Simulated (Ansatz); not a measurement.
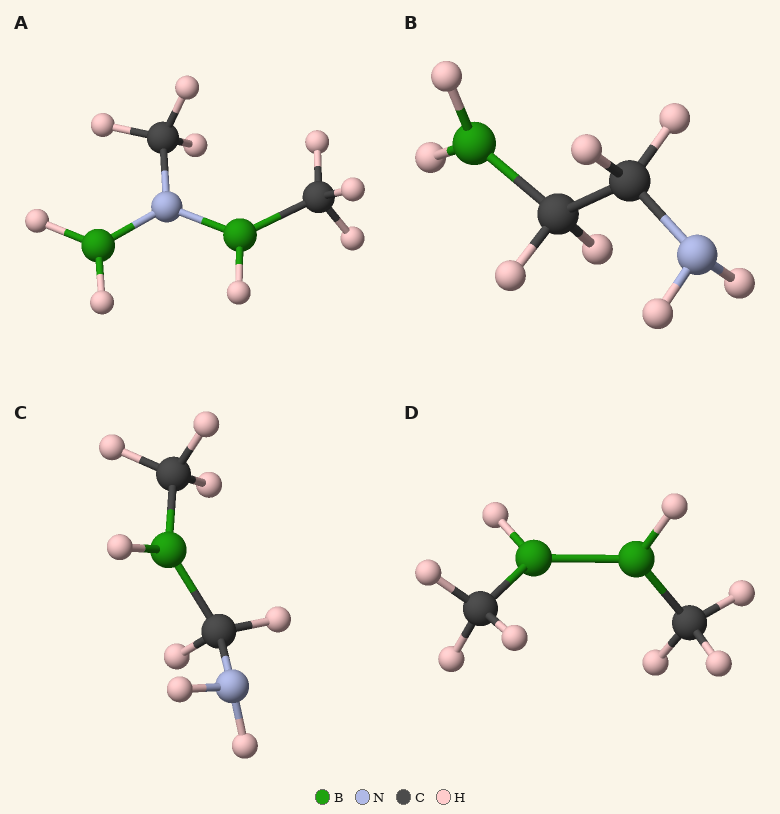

(Drawn from a calculation with Ansatz.)

Which panel belongs to which SMILES?
(1) CBBC
(2) BCCN
(3) CBCN
(4) BN(C)BC

A is (4), B is (2), C is (3), D is (1).
